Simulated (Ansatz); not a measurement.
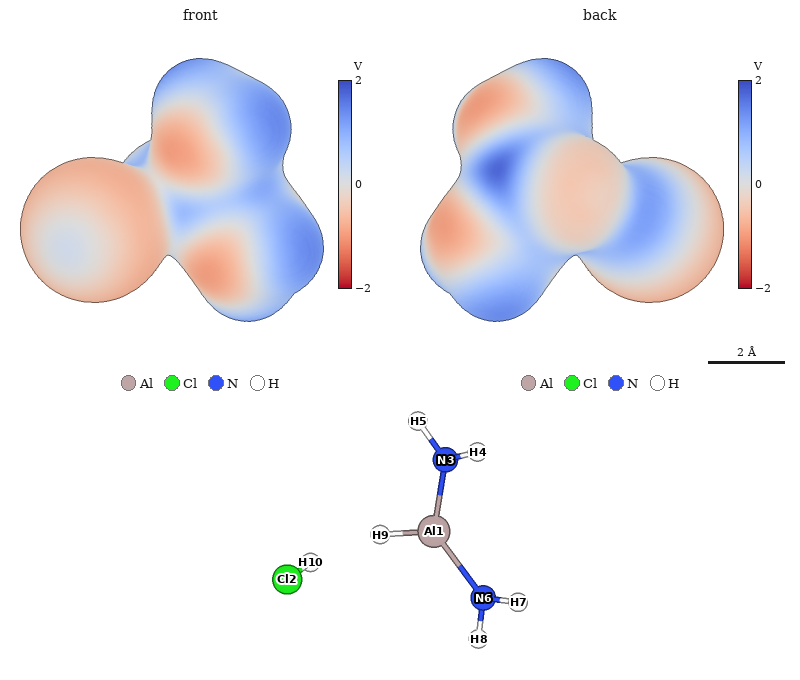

AlH$_{5}$N$_{2}$···HCl. The electrostatic potential painted on the density surface at 0.002 e/bohr³, seen from the front and from behind; the colour scale runs from red (negative) to blue (positive). The bare structure is drawn below in the same view.

The calculation used RKS B3LYP-D4/def2-SVP (Ansatz).

Input file:

```
crystal:
  periodic: [false, false, false]
  atoms:
    - { symbol: Al, position_ang: [0.006576, 0.664834, -0.550131] }
    - { symbol: Cl, position_ang: [0.080602, 0.351371, 2.864497] }
    - { symbol: "N", position_ang: [1.563908, -0.054071, -0.999422] }
    - { symbol: H, position_ang: [1.699689, -0.900179, -1.543469] }
    - { symbol: H, position_ang: [2.461659, 0.285418, -0.667889] }
    - { symbol: "N", position_ang: [-1.554747, -0.008719, -1.056781] }
    - { symbol: H, position_ang: [-1.714651, -0.911025, -1.492935] }
    - { symbol: H, position_ang: [-2.443374, 0.454898, -0.894312] }
    - { symbol: H, position_ang: [0.008146, 2.014689, 0.251412] }
    - { symbol: H, position_ang: [0.046592, 1.367884, 1.994031] }
basis:
  gaussian: { orbitals: def2-SVP }
hamiltonian:
  xc: b3lyp
  dispersion: d4
relax:
  f_tol: 0.03
  max_steps: 50
output:
  orbitals: {}
```

Run with:

```sh
ansatz run input.yaml --threads 2 --pin off --max-ram 3072MiB --backend cpu --events-out ev --progress --plain --runs-dir out
```

The fields are those of the run's last geometry, not of the input's.

Question: Where is the surface potential most negative and most positive?

Answer: The most negative region (about −0.9 V) lies over N3 and N6, the most positive (about +1.5 V) over Al1. Cl2 shows a σ-hole: about +0.2 V at the tip opposite its bond, against about −0.6 V on its flanks.
